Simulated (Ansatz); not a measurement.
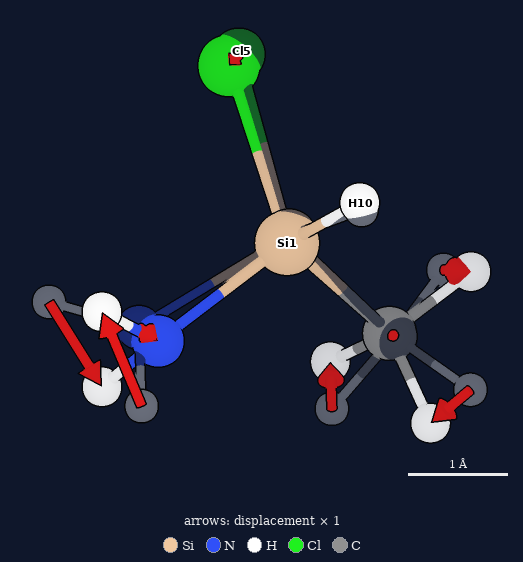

This is a relaxation of CH₆ClNSi. The starting structure is drawn faded, the final one solid; red arrows show the displacements, at their true length. The two geometries are superimposed by the best rigid fit.

Style: ball-and-stick. Shown at a tilt.

The run prepares the start of a later molecular dynamics calculation, from a guessed geometry.

Method: Ansatz 0.2.0, RKS PBE0-D4/6-31G*. (no spin polarisation; force threshold 0.02 eV/Å; at most 40 steps)

> Atoms of which element are displaced furthest, and by how much?

Hydrogen: up to 1.06 Å, against 0.28 Å for nitrogen.

> What happened in the run?

Over 11 accepted moves (13 points after the start) the energy falls by 56.9 kJ/mol. Largest force component: 2.5 eV/Å at the start, 0.0068 eV/Å at the end. The line search rejected the trial steps at points 8, 11 of the run. The atom that moves furthest after the best rigid fit is an H atom (1.06 Å). By element the largest moves are H 1.06 Å, N 0.28 Å, Cl 0.16 Å, C 0.09 Å, Si 0.07 Å. Among the contacts that change: N–Si 1.820 → 1.717 Å, H–N 1.060 → 1.012 Å, Cl–Si 2.130 → 2.095 Å, H–Si 1.459 → 1.483 Å. Among the angles between lasting bonds that change: H–N–H 120.0° → 110.5°, C–Si–H 109.5° → 114.2°, N–Si–Cl 109.4° → 114.2°. Groups turn about C–Si by about 35°. The run took 72 s on 1 thread of Arm Neoverse V1, on a shared host, peak memory 0.16 GiB.
